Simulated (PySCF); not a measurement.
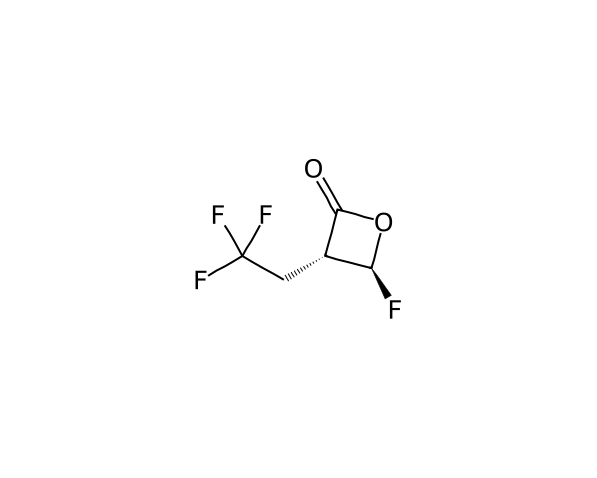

Skeletal drawing of a molecule.

Give its SMILES.

Answer. O=C1O[C@@H](F)[C@@H]1CC(F)(F)F

What is the molecular formula?

Answer. C5H4F4O2.

An optimisation with PBE0-D3(BJ)/def2-SVP gave a structure of which point group?

Answer. C1.

The parts below concern this one geometry. Atoms keep their numbers from picture to picture. The computed structure is the end point of a PBE0-D3(BJ)/def2-SVP optimisation. No frequency run is at hand to confirm it as a minimum.

NMR shielding

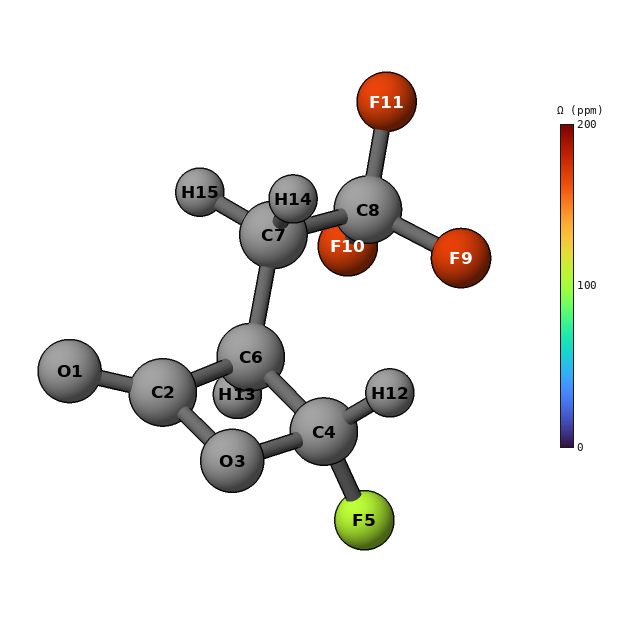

The F atoms are coloured by the span of their shielding tensor. No frequency run is at hand to confirm it as a minimum. Properties computed with GIAO PBE0/pcSseg-1 NMR shielding, non-relativistic, gas phase (PySCF 2.14.0). Principal shieldings σ11 ≤ σ22 ≤ σ33, span Ω = σ33 − σ11, skew κ = 3(σiso − σ22)/Ω.

Give the shielding tensors of the F atoms.

| atom | σ11 | σ22 | σ33 | σiso | Ω | κ |
| --- | --- | --- | --- | --- | --- | --- |
| F5 | 260.9 | 335.9 | 367.1 | 321.3 | 106.2 | −0.41 |
| F9 | 172.0 | 264.3 | 341.0 | 259.1 | 169.0 | −0.09 |
| F10 | 175.0 | 271.5 | 343.0 | 263.2 | 167.9 | −0.15 |
| F11 | 170.5 | 258.7 | 338.3 | 255.8 | 167.8 | −0.05 |

Shieldings and span in ppm.

Excitation

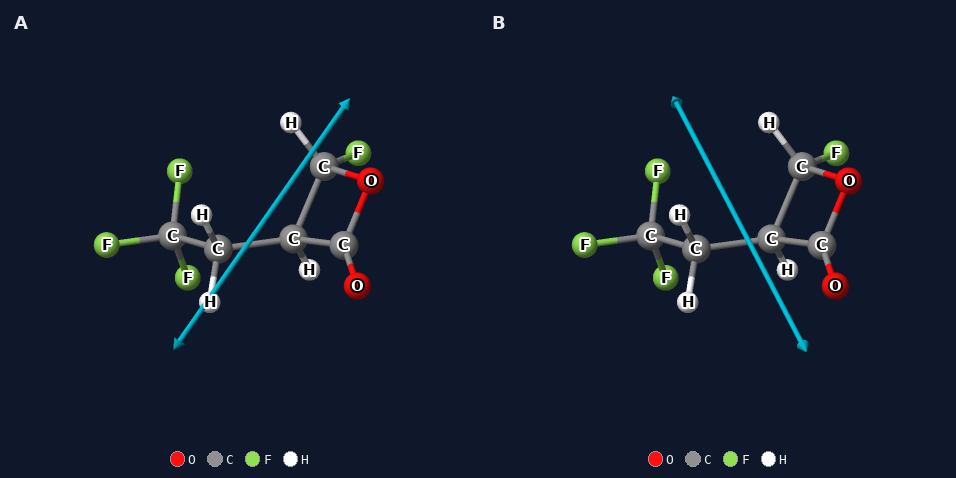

The double arrows show the directions of two transition dipoles from the ground state (lengths mean nothing). No frequency run is at hand to confirm it as a minimum. Level of theory: TDDFT ωB97X-D/def2-SVPD, vertical, IEF-PCM chloroform (non-equilibrium linear response), core orbitals frozen in the response (PySCF 2.14.0).

One belongs to singlet state 3 and one to singlet state 4. Which is which?

Answer. A: state 4, 8.79 eV (141 nm), oscillator strength 0.086, mainly HOMO → LUMO+1 (weight 0.65).
B: state 3, 8.65 eV (143 nm), oscillator strength 0.096, mainly HOMO−2 → LUMO (weight 0.71).

Ring current

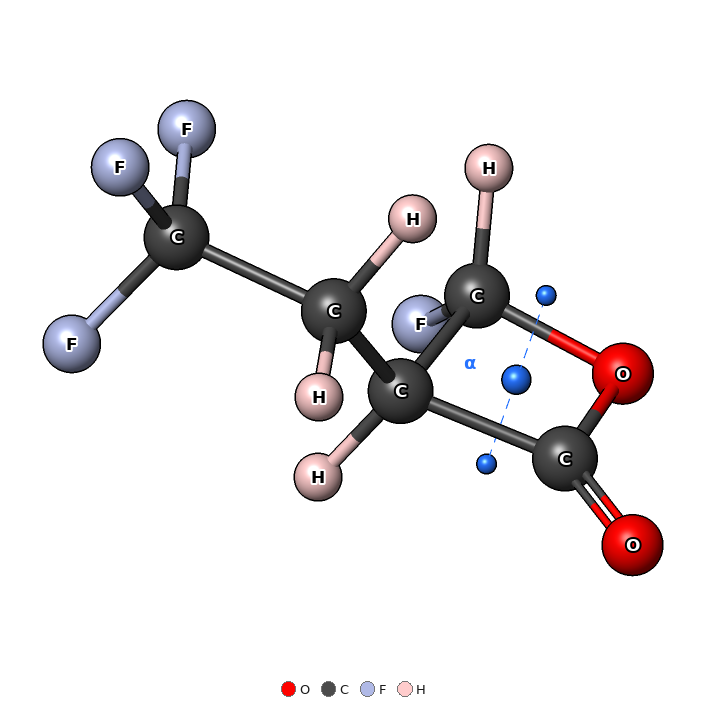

The small points mark where nucleus-independent chemical shifts (NICS) were computed: at the centre of each lettered ring and 1 Å above and below it. No frequency run is at hand to confirm it as a minimum. Properties computed with GIAO PBE0/pcSseg-1 NMR shielding, non-relativistic, IEF-PCM chloroform (PySCF 2.14.0).

Give NICS(0), NICS(1) and the out-of-plane component NICS(1)zz for each ring (means of the two sides).

| ring | members | NICS(0) | NICS(1) | NICS(1)zz |
| --- | --- | --- | --- | --- |
| α | C3O | −2.2 | −2.2 | 0.5 |

Values in ppm.
